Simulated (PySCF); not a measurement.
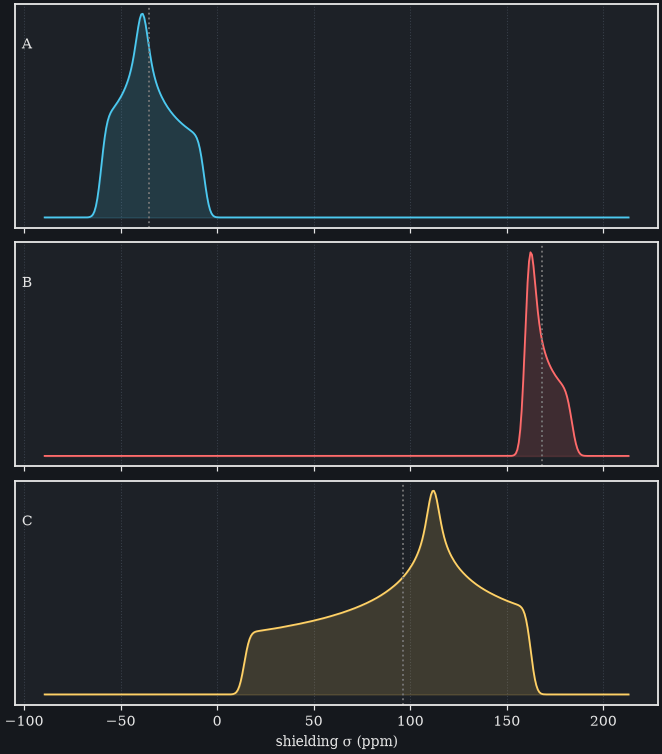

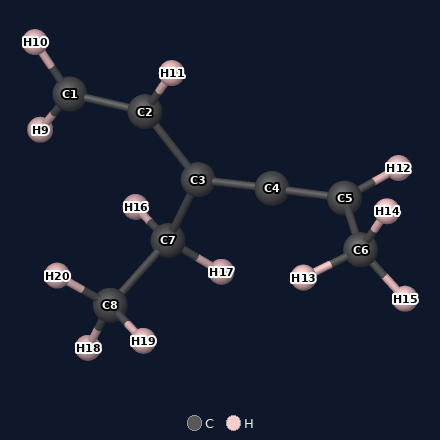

Static powder patterns (¹³C) from GIAO shielding tensors of C₈H₁₂, SMILES C=CC(=C=CC)CC, PBE0/pcSseg-1 in PySCF 2.14.0, at a GFN2-xTB geometry (no frequency check); absolute shielding, one fixed geometry of the isolated molecule without any motion, no dipolar terms. The dotted line is the isotropic value; skew is 3(σiso − σ22)/span.

**The panels belong to C4, C5 and C6. Which is which?**

panel A: C4, σ11, σ22, σ33 = −60, −39, −7 ppm, isotropic −35, span 53 ppm, skew 0.20; panel B: C6, σ11, σ22, σ33 = 160, 161, 184 ppm, isotropic 168, span 23 ppm, skew 0.95; panel C: C5, σ11, σ22, σ33 = 14, 112, 162 ppm, isotropic 96, span 148 ppm, skew −0.32.

Note: the tight-binding geometry is rougher than a DFT one and adds to the error; one conformer of a flexible molecule.
